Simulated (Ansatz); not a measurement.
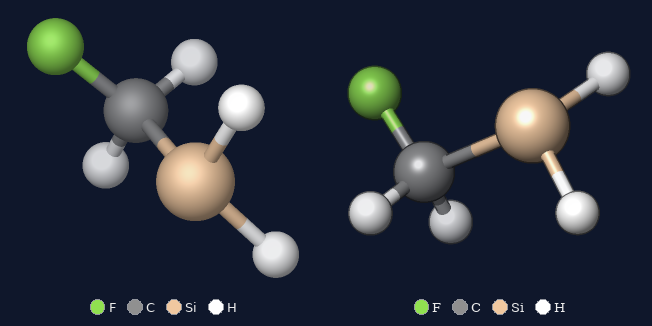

Two views of one molecule.

The species is neutral and a spin doublet. The geometry was computed by an optimisation with PBE0-D4/def2-TZVP. No frequency run is at hand to confirm it as a minimum.

**What is the molecular formula?**

CH4FSi, 7 atoms: 1 carbon, 4 hydrogen, 1 fluorine and 1 silicon.

**How many sets of symmetry-equivalent atoms are there?**

7: 1 F, 1 C, 1 Si, 1 H, 1 H, 1 H, 1 H.

**How many bonds of each kind are drawn?**

2 C–H, 2 Si–H, 1 C–F, 1 C–Si. Sticks follow a distance rule.

**What is the point group of this geometry?**

C1.

The parts below concern this one geometry. Atoms keep their numbers from picture to picture.

## Geometry

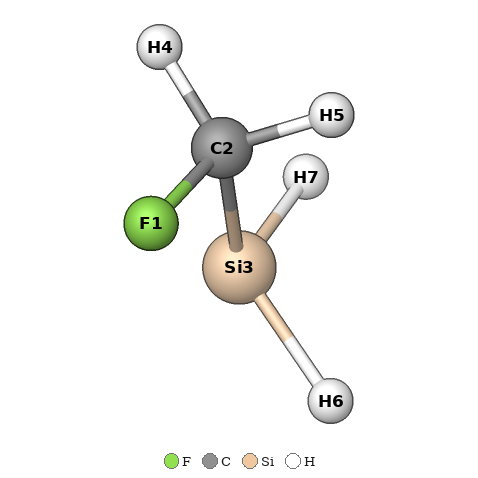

The atoms are numbered. No frequency run is at hand to confirm it as a minimum.

**What is the geometry at Si3?**

Si3 has 3 neighbours (C2 at 1.90, H6 at 1.49, H7 at 1.49 Å); the arrangement is trigonal pyramidal.

**Describe the coordination of atom 2.**

C2 has 4 neighbours (F1 at 1.39, Si3 at 1.90, H4 at 1.09, H5 at 1.10 Å); the arrangement is tetrahedral.

## Dipole moment

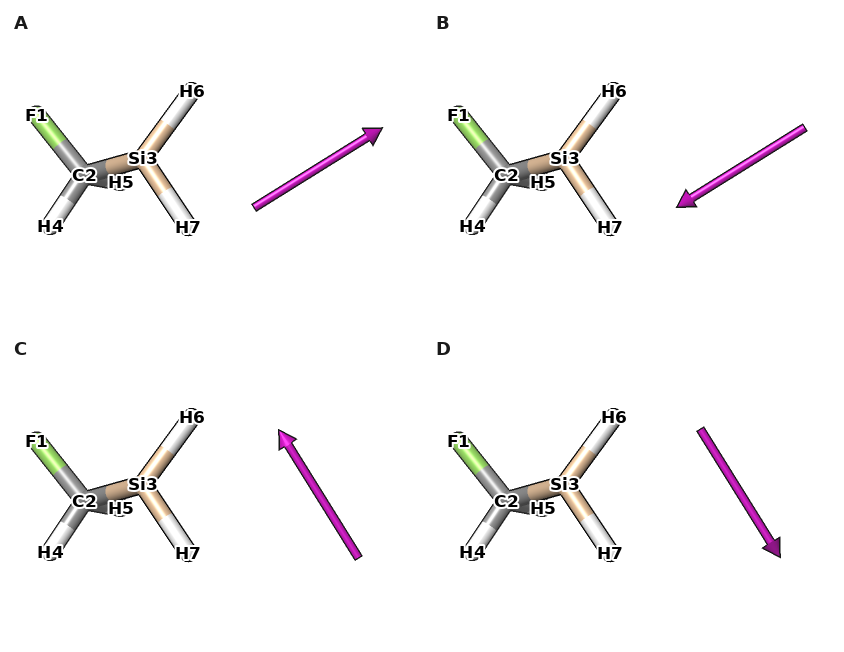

The same molecule four times, each with an arrow. No frequency run is at hand to confirm it as a minimum. Method: UKS PBE0-D4/def2-TZVP (Ansatz 0.2.0).

**Which arrow points along the dipole moment, from the negative to the positive end?**

D. The dipole moment is 1.54 D; it points from the side of F1 to the side of H7 (the outermost atoms at the two ends).

## Electronic properties

No frequency run is at hand to confirm it as a minimum. Level of theory: UKS PBE0-D4/def2-TZVPP (Ansatz 0.2.0).

**Estimate the dispersion correction.**

−8.1 kJ/mol.

**What is the HOMO energy (Kohn–Sham orbital)?**

−6.38 eV.

**Give the ⟨S²⟩ of the determinant at this level.**

0.753.

## Charges

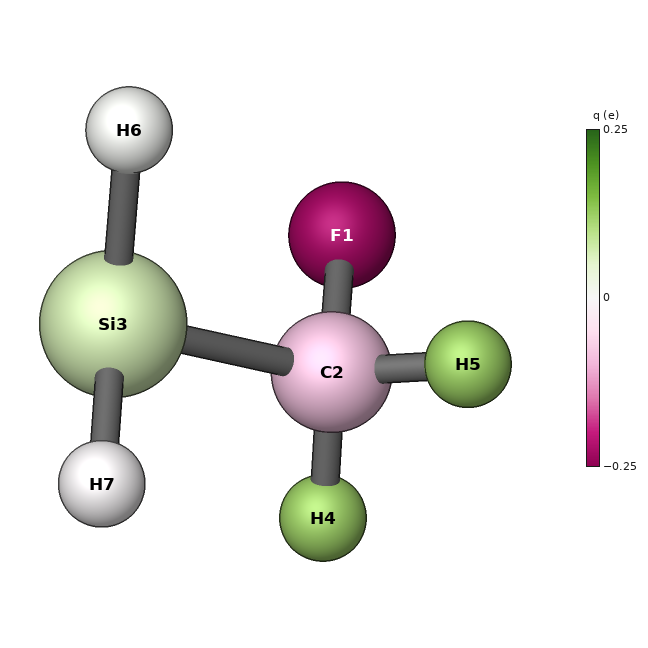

Atoms are coloured by their Mulliken charges. No frequency run is at hand to confirm it as a minimum. Properties computed with UKS PBE0-D4/def2-TZVP (Ansatz 0.2.0).

Give the Mulliken charges atom by atom.

```
atom  value (e)
  F1      −0.23
  C2      −0.08
 Si3       0.07
  H4       0.12
  H5       0.12
  H6       0.01
  H7       0.00
```

Mulliken values depend strongly on the basis set and can even reverse the polarity of a bond.
